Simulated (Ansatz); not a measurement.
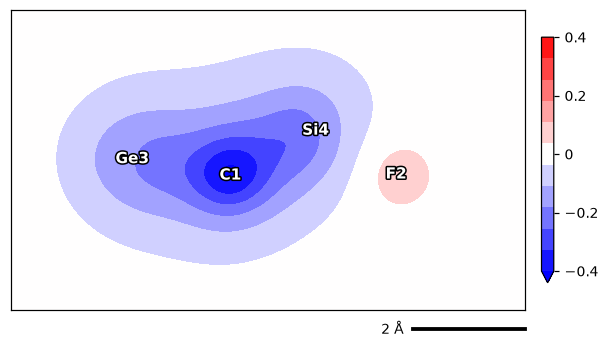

The picture shows: CFGeSi (SMILES F[Si][C]#[Ge]) (doublet). The HOMO−1 (α) on a plane 0.8 Å above the molecular plane (values in Å⁻³ᐟ²; the overall sign is arbitrary).

Geometry: PBE0-D3(BJ)/def2-SVP.

The calculation used Ansatz 0.2.0, isolated molecule in a Gaussian basis; Kohn-Sham density functional theory, functional PBE0.

Describe this orbital and give its energy.

Answer. It lies mainly on C1 (about 50 %), Ge3 (about 25 %) and Si4 (about 25 %); it changes sign across the molecular plane (π type); π-bonding across C1–Ge3 and C1–Si4. Its energy is −7.38 eV.
